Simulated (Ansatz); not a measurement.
Fields on a plane of WSi2 (MoSi2 type, space group I4/mmm)

```
CELL_PARAMETERS angstrom
     -1.61458     1.61458     3.93362
      1.61458    -1.61458     3.93362
      1.61458     1.61458    -3.93362
ATOMIC_POSITIONS crystal
  W  0.00000 0.00000 0.00000
  Si 0.33458 0.33458 0.00000
  Si 0.66542 0.66542 0.00000
```

The slice is a (001) plane (indices of the conventional cell) through the point (0.000, 0.000, 0.000) (fractional), spanned by u = [101] and v = [011] in vectors of this cell: u (3.23 Å) and v (3.23 Å, at 90° to u). It covers one period; positions are fractions (u, v).

Atoms on it: W at (0.00, 0.00).

The numbers are results of PBE (plane waves to 420 eV, PAW, scalar-relativistic; Ansatz, a quantum-chemistry and plane-wave program), not measurements. k mesh 20×20×20. These are valence fields of a PAW run, semicore shells included where kept as valence: close to a nucleus they are smooth pseudo fields. Spin-orbit coupling is left out, though W is heavy. WSi2 is run without spin polarisation. WSi2 was relaxed with its symmetry unable to fall.

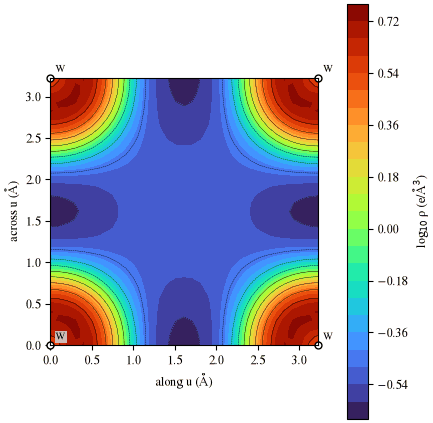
*Log₁₀ of the valence density in e/Å³, one period of the plane, atoms marked. The scale is logarithmic, as a density can span decades between atoms and voids.*

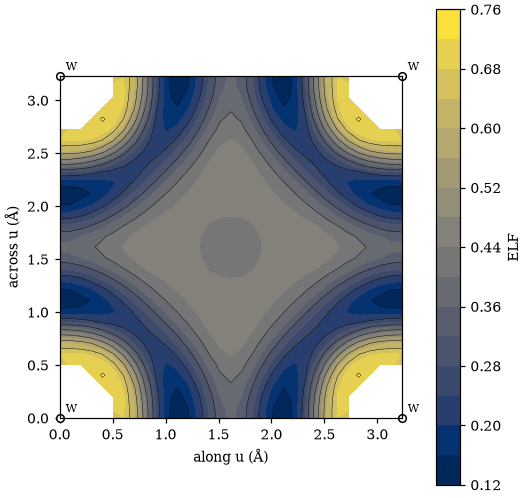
Fig. 1. Electron localisation function (ELF), one period of the plane, atoms marked. Points within 0.5 Å of a nucleus are left white, as the pseudised field means little there.
